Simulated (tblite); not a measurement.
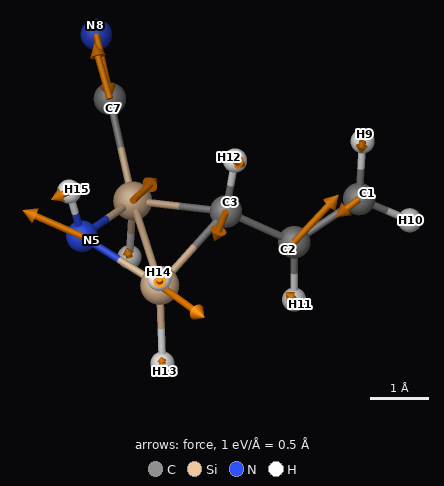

Starting geometry of C₄H₈N₂Si₂ with the computed forces as orange arrows. A ball-and-stick model, seen at a tilt.

Theory: GFN2-xTB geometry optimisation, gas phase (tblite 0.8.0). 

> Is this structure relaxed? If not, where do the atoms go?

It isn't relaxed: the largest force vector, on a Si atom, is 2.79 eV/Å. The final displacements have little in common with the starting forces (cosine between the two patterns 0.09). Over 101 geometry steps the energy falls by 88.7 kJ/mol. An H atom moves most after the best rigid fit: 1.62 Å. By element the largest moves are H 1.62 Å, N 0.66 Å, C 0.40 Å, Si 0.39 Å. Some distances before and after: Si–Si 2.481 → 2.696 Å, N–Si 1.703 → 1.749 Å, C–Si 1.952 → 1.926 Å, H–Si 1.486 → 1.460 Å. Bond angles that change, for instance: Si–Si–H 102.0° → 129.1°, Si–N–H 108.5° → 129.5°, Si–Si–C 142.6° → 122.6°. Cost: 1.5 s on 1 thread of Arm Neoverse N1, with other jobs on the host.
